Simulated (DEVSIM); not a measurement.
System: Schottky contact on n-type GaN, at 300 K.

| layer (left to right) | material | thickness (μm) | Nd (cm⁻³) | τn (s) | τp (s) |
|---|---|---|---|---|---|
| 1 | GaN | 1.80 | 4.4e16 | 7.7e-8 | 7.7e-8 |
| 2 | GaN | 24.0 | 1e18 | 7.7e-8 | 7.7e-8 |

Left contact: Schottky, work function 5.25 eV, emission velocity 3.4e6 cm/s. Right contact: ohmic. Voltage is applied to the left contact. Recombination: SRH at mid-gap. Mobility is μmin + (μ − μmin)/(1 + (N/Nref)^α).

The device is made up for the run: typed textbook-type constants, with dimensions and the other settings drawn at random. Values at 300 K.

| parameter | GaN |
|---|---|
| gap (eV) | 3.43 |
| affinity (eV) | 4.1 |
| permittivity | 9.5 |
| Nc (cm⁻³) | 2.3e18 |
| Nv (cm⁻³) | 4.6e19 |
| μn (cm²/Vs) | 1200 |
| μp (cm²/Vs) | 100 |
| μn,min | 55 |
| μp,min | 3 |
| Nref,n | 2e17 |
| Nref,p | 3e17 |
| αn | 1 |
| αp | 2 |

DEVSIM, 1D drift-diffusion, Boltzmann statistics, complete ionisation; no tunnelling, impact ionisation, image-force lowering or self-heating. Metal contacts follow the ideal Schottky-Mott rule: no Fermi-level pinning, no interface dipoles.

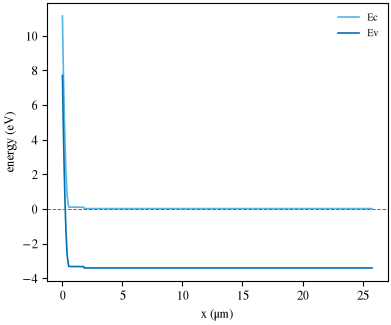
*Band edges at -10.0 V on the left contact*

Energies count from the Fermi level of the right contact; mesh points crowd at the junctions.

```csv
x (μm),Ec (eV),Ev (eV),n (cm⁻³),p (cm⁻³),field (V/cm)
0.000,11.150,7.720,< 1e2,< 1e2,-430000
0.03215,9.811,6.381,< 1e2,< 1e2,-400000
0.1115,6.879,3.449,< 1e2,< 1e2,-340000
0.2888,2.231,-1.199,< 1e2,< 1e2,-190000
0.9000,0.102,-3.328,4.4e16,< 1e2,≈ 0
1.439,0.102,-3.328,4.4e16,< 1e2,≈ 0
1.657,0.102,-3.328,4.4e16,< 1e2,≈ 0
1.770,0.095,-3.335,5.9e16,< 1e2,-4500
1.801,0.038,-3.392,5.2e17,< 1e2,-42000
1.835,0.022,-3.409,1.0e18,< 1e2,≈ 0
1.915,0.022,-3.409,1.0e18,< 1e2,≈ 0
2.228,0.022,-3.409,1.0e18,< 1e2,≈ 0
2.839,0.022,-3.409,1.0e18,< 1e2,≈ 0
4.277,0.022,-3.409,1.0e18,< 1e2,≈ 0
9.926,0.022,-3.409,1.0e18,< 1e2,≈ 0
18.14,0.022,-3.409,1.0e18,< 1e2,≈ 0
22.56,0.022,-3.409,1.0e18,< 1e2,≈ 0
24.49,0.022,-3.409,1.0e18,< 1e2,≈ 0
25.40,0.022,-3.409,1.0e18,< 1e2,≈ 0
25.64,0.022,-3.409,1.0e18,< 1e2,≈ 0
25.75,0.022,-3.409,1.0e18,< 1e2,≈ 0
25.80,0.022,-3.409,1.0e18,< 1e2,≈ 0
```
